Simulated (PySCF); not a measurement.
CH2OSi (SMILES C1O[Si]1)

```
atom    x (Å)    y (Å)    z (Å)
   C  -0.2735   0.4735   0.1394
   O   1.0626   0.1864  -0.4219
  Si  -0.0691  -0.4042  -1.5131
   H  -0.4567  -0.0646   1.0704
   H  -0.4702   1.5439   0.2143
```

Geometry: B3LYP/6-31G*.

Level of theory: Gaussian-basis quantum chemistry of an isolated molecule with PySCF, energy and nuclear gradient, functional PBE0 in PySCF 2.14.0.

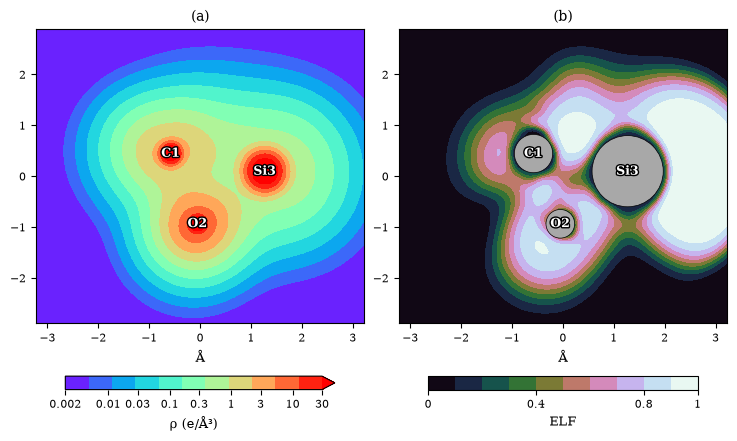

Figure 1. (a) total electron density; (b) ELF on the plane of atoms C1, Si3 and O2. Grey discs cover the atomic cores in the ELF map.

**Describe what can be read from this map.**

The plane passes through C, O and Si nuclei. C–O (1.48 Å): ρ at the midpoint is about 1.7 e/Å³, with its minimum of 1.5 e/Å³ about 0.6 Å from C; the ELF peaks at about 0.80 between the atoms (a shared but strongly polarised pair). Si–O (1.68 Å): ρ is about 1.1 e/Å³ halfway; the ELF peaks at about 0.85 between the atoms: a polar covalent bond. C–Si (1.88 Å): ρ is about 0.82 e/Å³ halfway; the ELF peaks at about 0.80 between the atoms, as expected for a covalent bond. The ELF also peaks beside O2 and Si3, away from the bonds: lone-pair regions.

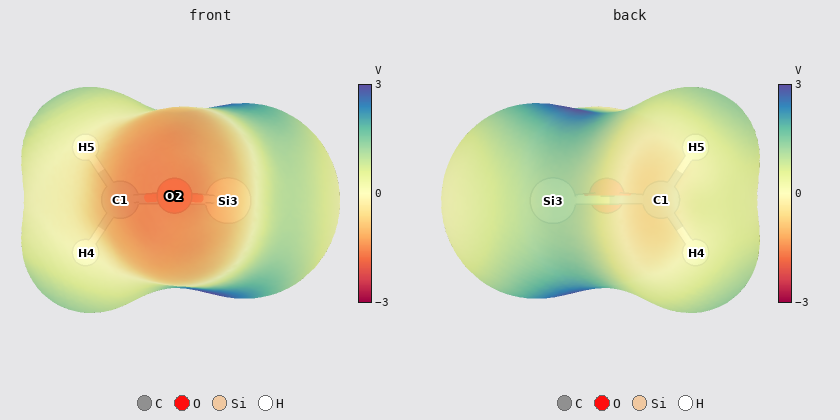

Figure 2. The molecular electrostatic potential painted on the density surface at 0.004 e/bohr³, seen from the front and from behind; the colour scale runs from red (negative) to blue (positive).

**Where is the surface potential most negative and most positive?**

The most negative region (about −1.6 V, or −37 kcal/mol for a unit charge) lies over O2, the most positive (about +2.9 V, or +67 kcal/mol for a unit charge) over Si3. O2 is the likeliest acceptor of a hydrogen bond.

**How polar is the molecule by this calculation?**

Its dipole moment is 1.48 D.

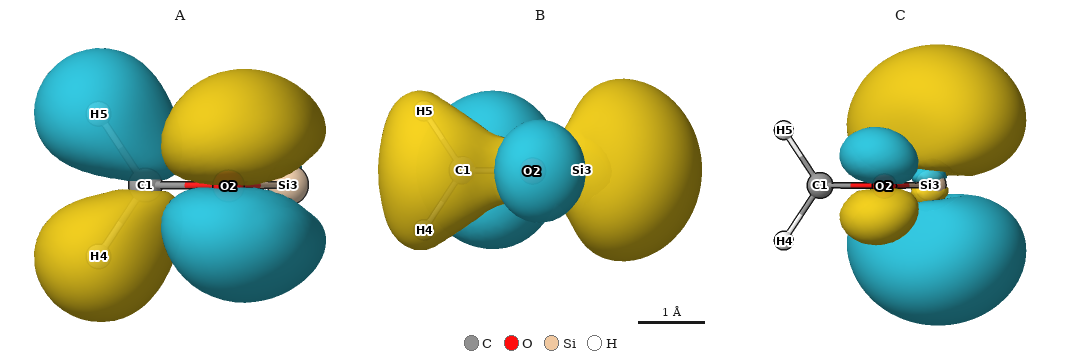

Figure 3. Three frontier orbitals at ±0.1 Å⁻³ᐟ² (yellow and cyan are the two phases), in no order.

**Order the three orbitals by energy and name them.**

A is the HOMO−1 (−8.74 eV). It lies mainly on O2 (about 55 %), C1 (about 15 %), H4 (about 10 %) and H5 (about 10 %). B is the HOMO (−7.02 eV). By Hirshfeld shares it lies mainly on Si3 (about 45 %), C1 (about 35 %) and O2 (about 15 %). C is the LUMO (−2.27 eV). By Hirshfeld shares it lies mainly on Si3 (about 85 %) and O2 (about 10 %).

**What is the HOMO–LUMO gap?**

4.75 eV between the orbital energies.
